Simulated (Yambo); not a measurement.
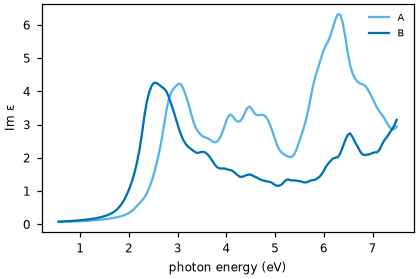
Figure: Two computed absorption spectra of PdCl₂ (space group P2_1/c, No. 14) (Yambo, PBEsol bands with the same scissor, field along x)

Axes are Cartesian, with cell vectors (Å) (5.46, 0.00, 0.00), (0.00, 3.94, 0.00), (-1.89, 0.00, 6.18).

Which curve includes the electron-hole attraction (BSE)?

Curve B: the attraction moves weight to lower energy (centre of the plotted range 4.5 eV against 5.1 eV). Settings: 4×6×4 mesh, 20 valence and 4 conduction bands, static screening with 83 bands and a 3 Ry block, scissor 1.28 eV, Tamm-Dancoff. The scissor comes from a G0W0 run whose convergence isn't established. Broadening 0.15 eV. The band window holds all transitions up to 7.6 eV. On this mesh the peak heights and the fine structure are mesh artefacts; only the shift of weight is robust.

Spin-orbit coupling is not included.

Geometry relaxed with PBE+D3(BJ); primitive cell a = 5.4608 Å, b = 3.9442 Å, c = 6.4597 Å, α = γ = 90.00°, β = 107.08°.

The structure is a Materials Project entry; no match was found in the copy of COD used, and its stability was not checked.
